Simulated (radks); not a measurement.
# Ionisation of Nb¹⁶⁺: one atom, several choices of functional

How much does the choice of functional matter for taking an electron from Nb¹⁶⁺? Both Nb¹⁶⁺ ([Ar] 3d7) and Nb¹⁷⁺ ([Ar] 3d6) are run for each choice.

The numbers are computed with radks (a radial shooting solver on a logarithmic mesh, Libxc functionals) version 1 (Dirac Kohn-Sham, spin-unpolarised, spherical densities, finite nucleus; open shells are shared between the two j in proportion to 2j + 1), except any that are marked as measured or tabulated.

## 1. The system

```
element       : niobium (Z = 41)
charge        : +16
electrons     : 25
configuration : [Ar] 3d7
ion           : Nb¹⁷⁺, [Ar] 3d6
choices       : PBEsol; Wu-Cohen GGA; exchange-only B88; SOGGA; exchange-only PBE; B86b exchange with PBE correlation; BLYP; PBE; RPBE
```

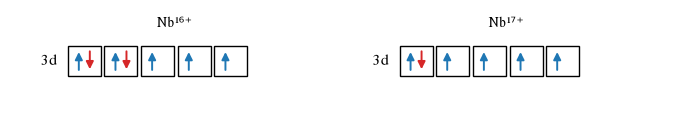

Outer shells as boxes.

## 2. PBEsol: Nb¹⁶⁺

The run's settings:

```text
Z 41
configuration [Ar] 3d7
relativity Dirac
functional pbe_sol,pbe_sol
spin unpolarised
j_filling average
nucleus finite rms 4.324 fm
c 137.035999084
```

## 3. PBEsol: Nb¹⁷⁺

Changes since step 2:

```diff
@@ -1,3 +1,3 @@
 Z 41
-configuration [Ar] 3d7
+configuration [Ar] 3d6
 relativity Dirac
```

## 4. Wu-Cohen GGA: Nb¹⁶⁺

The run's settings:

```text
Z 41
configuration [Ar] 3d7
relativity Dirac
functional wc,pbe
spin unpolarised
j_filling average
nucleus finite rms 4.324 fm
c 137.035999084
```

## 5. Wu-Cohen GGA: Nb¹⁷⁺

Changes since step 4:

```diff
@@ -1,3 +1,3 @@
 Z 41
-configuration [Ar] 3d7
+configuration [Ar] 3d6
 relativity Dirac
```

## 6. exchange-only B88: Nb¹⁶⁺

The run's settings:

```text
Z 41
configuration [Ar] 3d7
relativity Dirac
functional b88,
spin unpolarised
j_filling average
nucleus finite rms 4.324 fm
c 137.035999084
```

## 7. exchange-only B88: Nb¹⁷⁺

Changes since step 6:

```diff
@@ -1,3 +1,3 @@
 Z 41
-configuration [Ar] 3d7
+configuration [Ar] 3d6
 relativity Dirac
```

## 8. SOGGA: Nb¹⁶⁺

The run's settings:

```text
Z 41
configuration [Ar] 3d7
relativity Dirac
functional sogga,pbe
spin unpolarised
j_filling average
nucleus finite rms 4.324 fm
c 137.035999084
```

## 9. SOGGA: Nb¹⁷⁺

Changes since step 8:

```diff
@@ -1,3 +1,3 @@
 Z 41
-configuration [Ar] 3d7
+configuration [Ar] 3d6
 relativity Dirac
```

## 10. exchange-only PBE: Nb¹⁶⁺

The run's settings:

```text
Z 41
configuration [Ar] 3d7
relativity Dirac
functional pbe,
spin unpolarised
j_filling average
nucleus finite rms 4.324 fm
c 137.035999084
```

## 11. exchange-only PBE: Nb¹⁷⁺

Changes since step 10:

```diff
@@ -1,3 +1,3 @@
 Z 41
-configuration [Ar] 3d7
+configuration [Ar] 3d6
 relativity Dirac
```

## 12. B86b exchange with PBE correlation: Nb¹⁶⁺

The run's settings:

```text
Z 41
configuration [Ar] 3d7
relativity Dirac
functional b86_mgc,pbe
spin unpolarised
j_filling average
nucleus finite rms 4.324 fm
c 137.035999084
```

## 13. B86b exchange with PBE correlation: Nb¹⁷⁺

Changes since step 12:

```diff
@@ -1,3 +1,3 @@
 Z 41
-configuration [Ar] 3d7
+configuration [Ar] 3d6
 relativity Dirac
```

## 14. BLYP: Nb¹⁶⁺

The run's settings:

```text
Z 41
configuration [Ar] 3d7
relativity Dirac
functional b88,lyp
spin unpolarised
j_filling average
nucleus finite rms 4.324 fm
c 137.035999084
```

## 15. BLYP: Nb¹⁷⁺

Changes since step 14:

```diff
@@ -1,3 +1,3 @@
 Z 41
-configuration [Ar] 3d7
+configuration [Ar] 3d6
 relativity Dirac
```

## 16. PBE: Nb¹⁶⁺

The run's settings:

```text
Z 41
configuration [Ar] 3d7
relativity Dirac
functional pbe,pbe
spin unpolarised
j_filling average
nucleus finite rms 4.324 fm
c 137.035999084
```

## 17. PBE: Nb¹⁷⁺

Changes since step 16:

```diff
@@ -1,3 +1,3 @@
 Z 41
-configuration [Ar] 3d7
+configuration [Ar] 3d6
 relativity Dirac
```

## 18. RPBE: Nb¹⁶⁺

The run's settings:

```text
Z 41
configuration [Ar] 3d7
relativity Dirac
functional rpbe,pbe
spin unpolarised
j_filling average
nucleus finite rms 4.324 fm
c 137.035999084
```

## 19. RPBE: Nb¹⁷⁺

Changes since step 18:

```diff
@@ -1,3 +1,3 @@
 Z 41
-configuration [Ar] 3d7
+configuration [Ar] 3d6
 relativity Dirac
```

**Question.** What will these runs give? Wanted: for each run, functional; E(Nb¹⁶⁺); Δ-SCF; −ε(HOMO); <r> HOMO; error.

As calculated:

| functional | E(Nb¹⁶⁺) (hartree) | Δ-SCF (eV) | −ε(HOMO) (eV) | <r> HOMO (bohr) | error (eV) |
| --- | --- | --- | --- | --- | --- |
| PBEsol | -3701.99338 | 641.29 | 612.65 | 0.3973 | +5.29 |
| Wu-Cohen GGA | -3703.43780 | 641.48 | 612.83 | 0.3973 | +5.48 |
| exchange-only B88 | -3703.29282 | 639.73 | 611.07 | 0.3974 | +3.73 |
| SOGGA | -3701.76523 | 641.12 | 612.48 | 0.3974 | +5.12 |
| exchange-only PBE | -3702.74786 | 639.57 | 610.93 | 0.3976 | +3.57 |
| B86b exchange with PBE correlation | -3704.58155 | 641.50 | 612.86 | 0.3974 | +5.50 |
| BLYP | -3704.60317 | 641.27 | 612.62 | 0.3974 | +5.27 |
| PBE | -3704.06584 | 641.42 | 612.78 | 0.3974 | +5.42 |
| RPBE | -3704.40517 | 641.37 | 612.73 | 0.3974 | +5.37 |

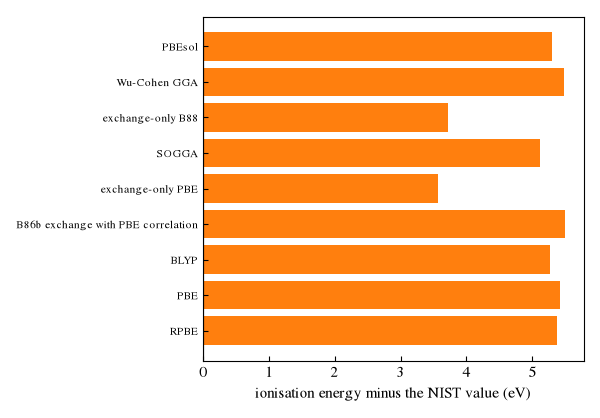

Each choice against the tabulated value.

In words: The NIST Atomic Spectra Database lists 636 +/- 3 eV (theoretical). The smallest miss is that of exchange-only PBE (+3.57 eV), the largest that of B86b exchange with PBE correlation (+5.50 eV). The ionisation energies span 1.93 eV, the total energies of Nb¹⁶⁺ 77.2 eV: most of the change in the total cancels in the difference. Spin polarisation and multiplet splitting are left out, so open shells lie too high by an amount that depends on their filling. Sharing an open shell by 2j + 1 raises it above the true ground level by a part of the spin-orbit splitting, which enters the differences from NIST.
